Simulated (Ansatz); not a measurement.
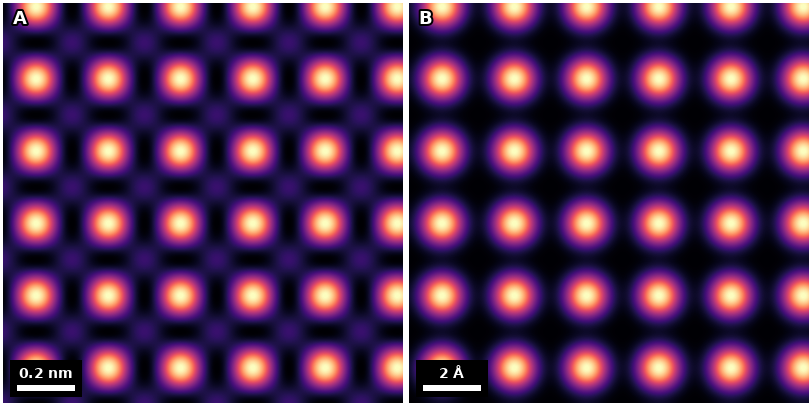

Two simulated images of the same area of HfO2 (Fm-3m, No. 225) along [001], with a probe of 1.27 Å. One is incoherent Z contrast (Z^1.7 per atom), the other the projected potential of neutral atoms blurred by the probe (iDPC-like, thin sample). Brightness is counted from the darkest point of the image. Structure: a calculation's input that goes back to an entry of the Crystallography Open Database (an earlier step may have relaxed or displaced it).

**Which panel is which, and how can one tell?**

B is the Z-contrast image and A the potential image. The columns of 2 O per repeat reach about 1 % of the brightest peak (1 Hf) in B but about 19 % in A, mainly since the potential grows much more slowly with atomic number. The O columns show clearly in A alone.
